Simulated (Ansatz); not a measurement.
Computed with PBE (plane waves to 420 eV, PAW; Ansatz, an electronic-structure program).

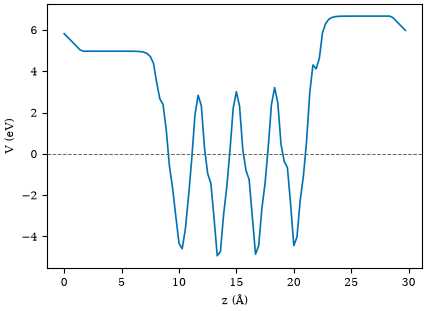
Fig. 1. Plane-averaged electrostatic potential energy along the normal, in eV from the Fermi level, for the (111)A surface of zinc-blende AlAs, Al-terminated, H on every top atom (bottom of the slab: 3 H on 4 bottom sites)

Model: 39-atom slab, 13.9 Å thick at the start with caps and adatoms (thin: gaps and levels are the slab's own), 3x3x1 mesh, Fermi-Dirac 0.025 eV, dipole correction, 8 atoms held, the rest relaxed; held to the start's symmetry, so lower structures may exist; spin-polarised, no spin-orbit, no U. The slab shows no gap over 0.04 eV on its mesh. The starting moment vanished. It is one candidate, not shown to be the stable structure of the face.

Problem. The surface cell has an area of 56.84 Å². What dipole along the normal does the step between the two vacuum levels imply?

Solution. the top vacuum level lies 1.70 eV above the bottom one; p = −ε₀ A ΔV (ε₀ = 0.005526 e/(V·Å)) gives -0.53 e·Å a cell.
